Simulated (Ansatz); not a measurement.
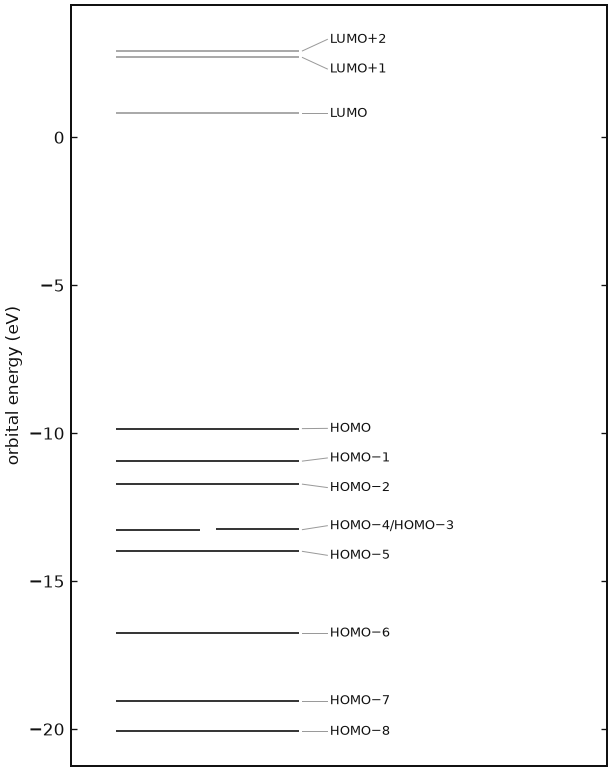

Hartree-Fock orbital energies near the frontier, HF/def2-TZVPP with the Ansatz code 0.2.0, at a PBE0-D4/def2-TZVP geometry (a minimum by its frequencies), isolated molecule; empty levels in grey, levels within 0.03 eV side by side.

**Which molecule has this level scheme?**
A. BSnSiH₇, SMILES [BH2][SnH2][SiH3], singlet
B. C₃H₄SSi, SMILES C#C[Si@@H]1CS1
C. GeN₃H₇, SMILES [NH2][GeH]([NH2])[NH2], singlet

Option A. HOMO −9.85 eV, LUMO 0.80 eV, separation 10.65 eV.

Caveats: core potentials past krypton; spin-orbit coupling is left out, and with Sn it can shift these levels and split any degenerate set; empty levels above zero depend strongly on the basis.
